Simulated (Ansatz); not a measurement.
## Nudged elastic band of CH2NSn

- system: CH2NSn, multiplicity 2
- method: UKS B3LYP/def2-mTZVP (Ansatz 0.2.0)

It belongs to a series of runs on one base structure; here: band between the two ends. Figures and captions count atoms from 1; the log counts them from 0 in places.

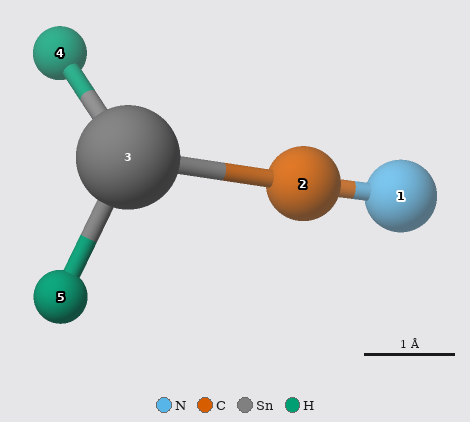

Figure 1. The structure as given in the input (ball-and-stick view, seen at a tilt; atoms are numbered from 1 in the order of the input). Sticks mark near contacts. Bond lengths as drawn: C–N 1.16 Å, C–Sn 2.14 Å and H–Sn 1.73 Å.

**Input**
```yaml
crystal:
  periodic: [false, false, false]
  atoms:
    - { symbol: "N", position_ang: [0.835785, -1.541038, 1.681303] }
    - { symbol: C, position_ang: [0.512463, -0.862047, 0.800795] }
    - { symbol: Sn, position_ang: [0.017088, 0.331571, -0.910284] }
    - { symbol: H, position_ang: [-1.661243, 0.042567, -1.184797] }
    - { symbol: H, position_ang: [0.345807, 1.955347, -0.428317] }
magnetization:
  spin_polarized: true
  initial_magnetization: 1
basis:
  gaussian: { orbitals: def2-mTZVP }
hamiltonian:
  xc: b3lyp
neb:
  order_check: false
  images: 5
  f_tol: 0.05
  max_iterations: 60
  final_atoms:
    - { symbol: "N", position_ang: [-0.01289624, -0.39898114, 0.04986244] }
    - { symbol: C, position_ang: [-0.89421463, -1.10399894, 0.2737846] }
    - { symbol: Sn, position_ang: [1.92370409, 0.91578083, -0.41250442] }
    - { symbol: H, position_ang: [-1.71312088, -1.75438667, 0.48342836] }
    - { symbol: H, position_ang: [0.74642766, 2.26798592, -0.43587098] }
  initial_path:
    images:
      - { positions_ang: [[0.835785, -1.541038, 1.681303], [0.512463, -0.862047, 0.800795], [0.017088, 0.331571, -0.910284], [-1.661243, 0.042567, -1.184797], [0.345807, 1.955347, -0.428317]] }
      - { positions_ang: [[0.69165157, -1.54775603, 1.60537291], [0.41947666, -0.84645824, 0.7080747], [0.0082795, 0.37569458, -0.98757884], [-1.35826059, -0.06499756, -0.87784703], [0.28875287, 2.00991726, -0.48932175]] }
      - { positions_ang: [[0.54751814, -1.55447407, 1.52944282], [0.32649032, -0.83086948, 0.61535441], [-0.000529, 0.41981816, -1.06487368], [-1.05527819, -0.17256213, -0.57089706], [0.23169873, 2.06448752, -0.5503265]] }
      - { positions_ang: [[0.40338471, -1.5611921, 1.45351274], [0.23350398, -0.81528072, 0.52263411], [-0.0093375, 0.46394173, -1.14216852], [-0.75229578, -0.28012669, -0.26394709], [0.1746446, 2.11905778, -0.61133124]] }
      - { positions_ang: [[0.26462439, -1.17378845, 0.98562931], [-0.14240223, -0.91152013, 0.43968427], [0.6350097, 0.61455477, -0.89894715], [-1.07257081, -0.77154669, -0.01482194], [0.36523895, 2.1687005, -0.55284449]] }
      - { positions_ang: [[0.12586408, -0.7863848, 0.51774587], [-0.51830843, -1.00775953, 0.35673443], [1.27935689, 0.7651678, -0.65572578], [-1.39284585, -1.26296668, 0.23430321], [0.5558333, 2.21834321, -0.49435773]] }
      - { positions_ang: [[-0.01289624, -0.39898114, 0.04986244], [-0.89421463, -1.10399894, 0.2737846], [1.92370409, 0.91578083, -0.41250442], [-1.71312088, -1.75438667, 0.48342836], [0.74642766, 2.26798592, -0.43587098]] }
```

Command:
```bash
ansatz run input.yaml --threads 2 --pin off --max-ram 3072MiB --backend cpu --events-out ev --progress --plain --runs-dir out
```

**What the program printed**
```
Engine: ansatz 0.2.0, x86_64-unknown-linux-gnu
Functional definition: B3LYP
  parameter a0 = 0.2
  parameter ax = 0.72
  parameter ac = 0.81
  exchange = (1 - a0 - ax)*slater_x + ax*b88_x + a0*exact_x
  correlation = (1 - ac)*vwn_rpa_c + ac*lyp_c
901 factors; integrals over basis functions are off by at most 2.3e-4 eV
mean field evaluation 1: about -8384.9041 eV, gradient 3.7e1 eV
mean field evaluation 2: about -8327.7434 eV, gradient 9.7e1 eV
mean field evaluation 4: about -8390.8203 eV, gradient 1.6e1 eV
mean field evaluation 8: about -8391.8872 eV, gradient 8.5e-2 eV
mean field evaluation 16: about -8391.8873 eV, gradient 9.5e-5 eV
mean field -8391.88727486 eV, -308.3961691255 hartree, gradient 3.8e-5 eV, S^2 0.751671; 0 other end points of the search recorded, 0 dependent functions left out
the calculation of the forces begins
reference -8391.88751382 eV, -308.3961779072 hartree; 19, 18 occupied and 61, 62 virtual orbitals, 901 factors
901 factors; integrals over basis functions are off by at most 8.0e-4 eV
mean field evaluation 32: about -8392.0690 eV, gradient 1.9e-2 eV
mean field -8392.06903846 eV, -308.4028488145 hartree, gradient 5.1e-5 eV, S^2 0.753031; 0 other end points of the search recorded, 0 dependent functions left out
[... from here on the field's lines of each further geometry are left out, up to the last ...]
NEB iter   1: max|band force component| = 2.543e2 eV/Å  barrier→ = 39.9066 eV  barrier← = 40.0884 eV  Δτ_max = 0.1977 Å  (257 SCF iters)
NEB iter   2: max|band force component| = 7.591e1 eV/Å  barrier→ = 10.7525 eV  barrier← = 10.9343 eV  Δτ_max = 0.2000 Å  (200 SCF iters)
NEB iter   3: max|band force component| = 4.258e1 eV/Å  barrier→ = 4.6961 eV  barrier← = 4.8779 eV  Δτ_max = 0.1998 Å  (191 SCF iters)
NEB iter   4: max|band force component| = 1.011e1 eV/Å  barrier→ = 1.3636 eV  barrier← = 1.5454 eV  Δτ_max = 0.2000 Å  (192 SCF iters)
NEB iter   5: max|band force component| = 5.781e0 eV/Å  barrier→ = 1.7200 eV  barrier← = 1.9017 eV  Δτ_max = 0.2000 Å  (211 SCF iters)
NEB iter   6: max|band force component| = 2.984e0 eV/Å  barrier→ = 1.3409 eV  barrier← = 1.5227 eV  Δτ_max = 0.1956 Å  (203 SCF iters)
NEB iter   7: max|band force component| = 1.448e0 eV/Å  barrier→ = 1.0448 eV  barrier← = 1.2266 eV  Δτ_max = 0.2000 Å  (195 SCF iters)
NEB iter   8: max|band force component| = 4.957e0 eV/Å  barrier→ = 0.9759 eV  barrier← = 1.1577 eV  Δτ_max = 0.1006 Å  (211 SCF iters)
NEB iter   9: max|band force component| = 2.222e0 eV/Å  barrier→ = 0.8607 eV  barrier← = 1.0424 eV  Δτ_max = 0.1959 Å  (195 SCF iters)
NEB iter  10: max|band force component| = 1.647e0 eV/Å  barrier→ = 1.0188 eV  barrier← = 1.2005 eV  Δτ_max = 0.0975 Å  (200 SCF iters)
NEB iter  11: max|band force component| = 7.655e-1 eV/Å  barrier→ = 1.0213 eV  barrier← = 1.2031 eV  Δτ_max = 0.1948 Å  (195 SCF iters)
NEB iter  12: max|band force component| = 2.249e0 eV/Å  barrier→ = 1.0337 eV  barrier← = 1.2154 eV  Δτ_max = 0.1025 Å  (212 SCF iters)
NEB iter  13: max|band force component| = 7.170e-1 eV/Å  barrier→ = 0.9680 eV  barrier← = 1.1497 eV  Δτ_max = 0.1889 Å  (195 SCF iters)
NEB iter  14: max|band force component| = 2.154e0 eV/Å  barrier→ = 1.1164 eV  barrier← = 1.2982 eV  Δτ_max = 0.1002 Å  (209 SCF iters)
NEB iter  15: max|band force component| = 9.526e-1 eV/Å  barrier→ = 1.0464 eV  barrier← = 1.2282 eV  Δτ_max = 0.1914 Å  (186 SCF iters)
NEB iter  16: max|band force component| = 1.116e0 eV/Å  barrier→ = 1.2227 eV  barrier← = 1.4044 eV  Δτ_max = 0.0989 Å  (202 SCF iters)
NEB iter  17: max|band force component| = 1.061e0 eV/Å  barrier→ = 1.2697 eV  barrier← = 1.4514 eV  Δτ_max = 0.0492 Å  (197 SCF iters)
NEB iter  18: max|band force component| = 6.650e-1 eV/Å  barrier→ = 1.2452 eV  barrier← = 1.4269 eV  Δτ_max = 0.0965 Å  (198 SCF iters)
NEB iter  19: max|band force component| = 5.107e-1 eV/Å  barrier→ = 1.2367 eV  barrier← = 1.4185 eV  Δτ_max = 0.1992 Å  (195 SCF iters)
NEB iter  20: max|band force component| = 1.064e0 eV/Å  barrier→ = 1.1469 eV  barrier← = 1.3287 eV  Δτ_max = 0.0990 Å  (199 SCF iters)
NEB iter  21: max|band force component| = 1.080e0 eV/Å  barrier→ = 1.0418 eV  barrier← = 1.2236 eV  CI = image 2  Δτ_max = 0.1915 Å  (187 SCF iters)
NEB iter  22: max|band force component| = 1.464e0 eV/Å  barrier→ = 1.2373 eV  barrier← = 1.4190 eV  CI = image 2  Δτ_max = 0.1497 Å  (193 SCF iters)
NEB iter  23: max|band force component| = 2.018e0 eV/Å  barrier→ = 1.5153 eV  barrier← = 1.6970 eV  CI = image 2  Δτ_max = 0.1974 Å  (193 SCF iters)
NEB iter  24: max|band force component| = 1.490e0 eV/Å  barrier→ = 1.6751 eV  barrier← = 1.8568 eV  CI = image 2  Δτ_max = 0.1671 Å  (197 SCF iters)
NEB iter  25: max|band force component| = 5.478e-1 eV/Å  barrier→ = 1.5515 eV  barrier← = 1.7333 eV  CI = image 2  Δτ_max = 0.1308 Å  (199 SCF iters)
NEB iter  26: max|band force component| = 3.167e-1 eV/Å  barrier→ = 1.4806 eV  barrier← = 1.6623 eV  CI = image 2  Δτ_max = 0.1982 Å  (193 SCF iters)
NEB iter  27: max|band force component| = 4.018e-1 eV/Å  barrier→ = 1.4910 eV  barrier← = 1.6727 eV  CI = image 2  Δτ_max = 0.0993 Å  (189 SCF iters)
NEB iter  28: max|band force component| = 4.203e-1 eV/Å  barrier→ = 1.4761 eV  barrier← = 1.6578 eV  CI = image 2  Δτ_max = 0.0490 Å  (193 SCF iters)
NEB iter  29: max|band force component| = 1.855e-1 eV/Å  barrier→ = 1.4812 eV  barrier← = 1.6630 eV  CI = image 2  Δτ_max = 0.0174 Å  (186 SCF iters)
NEB iter  30: max|band force component| = 5.415e-2 eV/Å  barrier→ = 1.4807 eV  barrier← = 1.6625 eV  CI = image 2  Δτ_max = 0.0051 Å  (179 SCF iters)
NEB iter  31: max|band force component| = 5.043e-2 eV/Å  barrier→ = 1.4805 eV  barrier← = 1.6623 eV  CI = image 2  Δτ_max = 0.0089 Å  (147 SCF iters)
the calculation of the forces begins
reference -8391.87857615 eV, -308.3958494540 hartree; 19, 18 occupied and 61, 62 virtual orbitals, 901 factors
901 factors; integrals over basis functions are off by at most 2.4e-4 eV
mean field evaluation 1504: about -8390.4049 eV, gradient 2.0e-1 eV
mean field -8390.40685153 eV, -308.3417645718 hartree, gradient 1.4e-5 eV, S^2 0.768341; 1 other end points of the search recorded, 0 dependent functions left out
the calculation of the forces begins
reference -8390.40708099 eV, -308.3417730041 hartree; 19, 18 occupied and 61, 62 virtual orbitals, 901 factors
NEB iter  32: max|band force component| = 1.327e-2 eV/Å  barrier→ = 1.4804 eV  barrier← = 1.6622 eV  CI = image 2  Δτ_max = 0.0000 Å  (395 SCF iters)
```

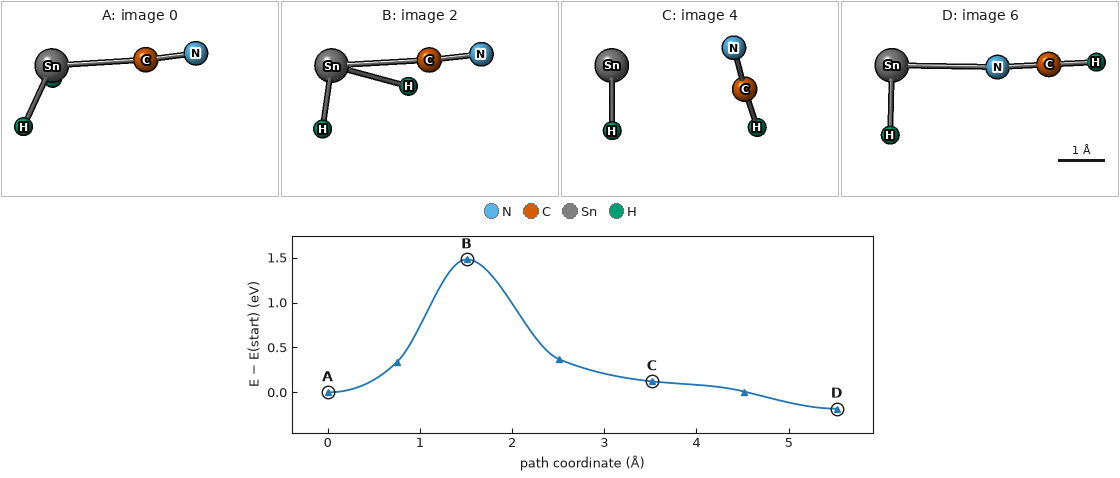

Figure 2. Images of the last band (counted from 0; ball-and-stick, seen at a tilt) above the energy along the path; the line is a cubic interpolation that uses the forces. The highest image is number 2, 1.480 eV above the start and 1.662 eV above the end (the climbing image); the end lies 0.182 eV below the start. The path is 5.52 Å long. The band converged in 32 iterations.

```
Total energy: -8390.40708099 eV, -308.3417730041 hartree
Atom 0 at     0.409663    -1.412093     1.444885 Å, force    -0.001527     0.006120    -0.006856 eV/Å
Atom 1 at     0.356100    -0.693867     0.519462 Å, force     0.002597    -0.005281     0.006593 eV/Å
Atom 2 at     0.060718     0.490399    -1.381470 Å, force     0.004202     0.003406    -0.005049 eV/Å
Atom 3 at    -1.165579    -0.412415    -0.185175 Å, force    -0.005989    -0.004569     0.004610 eV/Å
Atom 4 at     0.388997     1.954376    -0.439002 Å, force     0.000717     0.000324     0.000701 eV/Å
Dipole moment:    -0.128928     0.415306    -0.771724 e Å
this run last wrote the band of iteration 32 to [file]
```

**The last band as extended XYZ (Å, eV, eV/Å)**
```
5
Properties=species:S:1:pos:R:3:forces:R:3 image=0 energy=-8391.88727
N     0.8358   -1.5410    1.6813   -0.0011   0.0015  -0.0124
C     0.5125   -0.8620    0.8008   -0.0009   0.0031   0.0092
Sn    0.0171    0.3316   -0.9103    0.0044  -0.0019   0.0074
H    -1.6612    0.0426   -1.1848   -0.0028  -0.0015  -0.0017
H     0.3458    1.9553   -0.4283    0.0005  -0.0011  -0.0024
5
Properties=species:S:1:pos:R:3:forces:R:3 image=1 energy=-8391.54786
N     0.4670   -1.5060    1.5385    0.2139  -0.0924   0.1502
C     0.5904   -0.7797    0.6457    0.3837  -0.1199   0.1633
Sn    0.0992    0.4316   -1.0507   -0.1173  -0.1616   0.4514
H    -1.4497   -0.2519   -0.7368   -0.4849   0.3007  -0.6172
H     0.3430    2.0324   -0.4379    0.0045   0.0732  -0.1477
5
Properties=species:S:1:pos:R:3:forces:R:3 image=2 energy=-8390.40685
N     0.4097   -1.4121    1.4449   -0.0015   0.0061  -0.0069
C     0.3561   -0.6939    0.5195    0.0026  -0.0053   0.0066
Sn    0.0607    0.4904   -1.3815    0.0042   0.0034  -0.0050
H    -1.1656   -0.4124   -0.1852   -0.0060  -0.0046   0.0046
H     0.3890    1.9544   -0.4390    0.0007   0.0003   0.0007
5
Properties=species:S:1:pos:R:3:forces:R:3 image=3 energy=-8391.51916
N     0.6521   -1.2974    1.3127    0.1559   0.0528  -0.0796
C    -0.2484   -0.9017    0.7152   -0.3728  -0.1263   0.1011
Sn    0.4238    0.7144   -1.7535    0.2024   0.1384  -0.2148
H    -1.1054   -0.5601    0.1634    0.0390  -0.0732   0.2051
H     0.3277    1.9711   -0.4790   -0.0245   0.0084  -0.0118
5
Properties=species:S:1:pos:R:3:forces:R:3 image=4 energy=-8391.76475
N     0.5458   -0.9297    0.9753    0.0331   0.0423  -0.0517
C    -0.5086   -0.9264    0.5022   -0.0150   0.0024  -0.0151
Sn    1.2242    0.7365   -1.2551    0.0407  -0.0070   0.0342
H    -1.5026   -0.9518    0.1157   -0.0584  -0.0367   0.0356
H     0.2911    1.9978   -0.3793   -0.0003  -0.0010  -0.0030
5
Properties=species:S:1:pos:R:3:forces:R:3 image=5 energy=-8391.87834
N     0.3682   -0.7019    0.4956   -0.0161   0.0682  -0.1515
C    -0.7222   -1.0518    0.4261   -0.0484  -0.0293   0.0055
Sn    1.7756    0.9889   -0.8324    0.1164   0.0561   0.0646
H    -1.7380   -1.3411    0.2860   -0.0748  -0.1012   0.1147
H     0.3663    2.0323   -0.4166    0.0228   0.0062  -0.0333
5
Properties=species:S:1:pos:R:3:forces:R:3 image=6 energy=-8392.06904
N    -0.0129   -0.3990    0.0499   -0.0033  -0.0026  -0.0025
C    -0.8942   -1.1040    0.2738    0.0024   0.0039   0.0042
Sn    1.9237    0.9158   -0.4125    0.0009  -0.0002   0.0003
H    -1.7131   -1.7544    0.4834    0.0003  -0.0013  -0.0021
H     0.7464    2.2680   -0.4359   -0.0002   0.0002   0.0000
```

**Summary**

```json
{"quantity": "outcome", "value": "converged"}
{"quantity": "barrier, forward", "value": "1.480 eV"}
{"quantity": "barrier, backward", "value": "1.662 eV"}
{"quantity": "hardware", "value": "2 threads of Intel Xeon (Sapphire Rapids), 64 GiB of memory available, shared host"}
{"quantity": "wall time", "value": "6.4 min (CPU time 12 min)"}
{"quantity": "peak memory", "value": "0.23 GiB"}
```

The order of the saddle point was not checked.
